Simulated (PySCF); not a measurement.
```xyz
13

Zr   -0.7525    0.1491   -0.7413
N    -0.6082   -0.1153    1.6490
H    -1.5612    0.0410    1.9849
H    -0.0161    0.5754    2.1110
H    -0.3384   -1.0549    1.9417
Br   -0.4531    0.4196   -3.2271
N     1.6389   -0.1204   -0.6328
H     1.9359   -0.1925   -1.6086
H     1.9583   -0.9682   -0.1642
H     2.1104    0.6932   -0.2355
Br   -3.2369    0.4130   -0.4244
Br   -0.0552    2.5340   -0.0387
Br   -0.5913   -2.4263   -0.5917
```

Geometry: PBE0-D3(BJ)/def2-SVP; core potentials replace the inner electrons of Zr.

Computed with PySCF 2.14.0, CAM-B3LYP/def2-SVPD, SCF density, gas phase, scalar-relativistic core potentials on the heavy atoms.

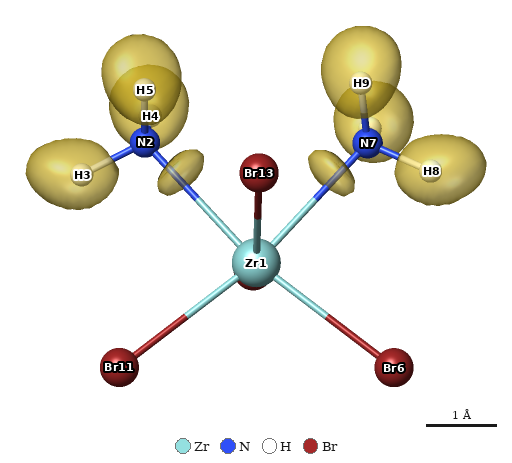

Br$_{4}$H$_{6}$N$_{2}$Zr (SMILES [NH3]->[Zr](<-[NH3])([Br])([Br])([Br])[Br]). Isosurface of the electron localisation function at 0.9 (yellow), seen at a tilt. Core shells and regions of very low density are left out.

Identify the bonds, lone pairs and shells in this picture.

At this value the surface marks out six regions around hydrogen nuclei and two lobes of the valence shell of N pointing towards Zr. Profiles from the grid: Zr–N (2.41 Å): the ELF is about 0.20 at the midpoint. Zr–Br (2.52 Å): the ELF peaks at about 0.80 in the valence shell of Br, 1.0 Å from its nucleus, and is about 0.45 at the midpoint.
